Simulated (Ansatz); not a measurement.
```cif
data_structure
_symmetry_space_group_name_H-M 'P 1'
_symmetry_Int_Tables_number 1
_cell_length_a 2.7411
_cell_length_b 2.7411
_cell_length_c 18.4966
_cell_angle_alpha 90.000
_cell_angle_beta 90.000
_cell_angle_gamma 120.000
_cell_volume 120.35
loop_
_atom_site_label
_atom_site_type_symbol
_atom_site_fract_x
_atom_site_fract_y
_atom_site_fract_z
_atom_site_occupancy
Os1 Os 0.66667 0.33333 0.11325 1
Os2 Os 0.33333 0.66667 0.44658 1
Os3 Os 0.00000 0.00000 0.77991 1
Os4 Os 0.00000 0.00000 0.22009 1
Os5 Os 0.66667 0.33333 0.55342 1
Os6 Os 0.33333 0.66667 0.88675 1
F1 F 0.00000 0.00000 0.00000 1
F2 F 0.66667 0.33333 0.33333 1
F3 F 0.33333 0.66667 0.66667 1
```

Space group R-3m; started from the cadmium chloride_166 prototype, which need not be the ambient phase; computed without spin polarisation.

All numbers below come from DFT PBE, scalar-relativistic, plane waves, PAW in Ansatz 0.2.0.

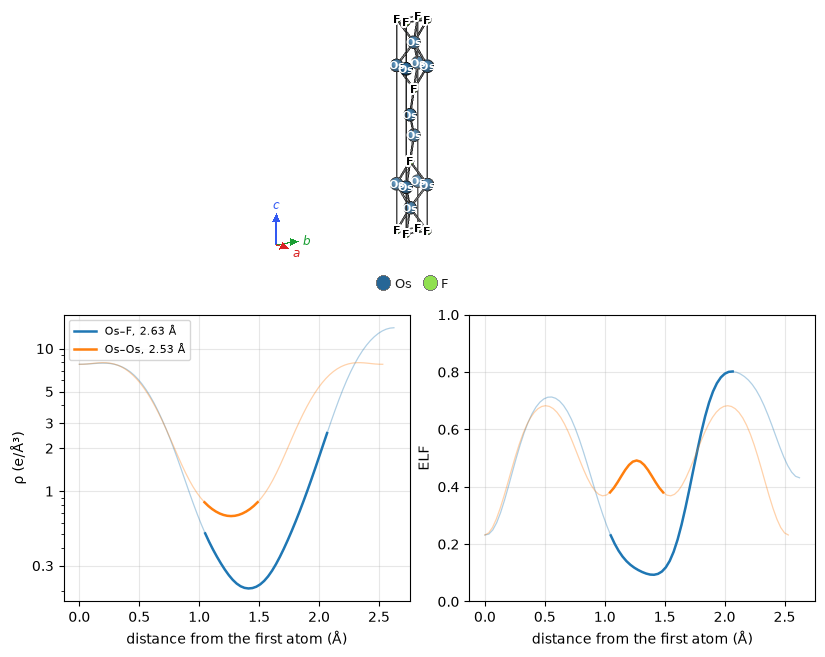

Os$_{2}$F. Valence charge density (pseudo) and ELF along straight lines between neighbouring atoms. Thin, pale parts lie inside the atomic spheres. The structure is drawn too.

In a PAW calculation such maps are meaningful between the atoms, not at the nuclei.

> Compare the contacts.

Os–F (2.63 Å): the density is about 0.22 e/Å³ at the midpoint; the ELF is about 0.10 at the midpoint; no shared electron pair shows on this line.
Os–Os (2.53 Å): the density is about 0.67 e/Å³ at the midpoint; the ELF is about 0.50 at the midpoint.
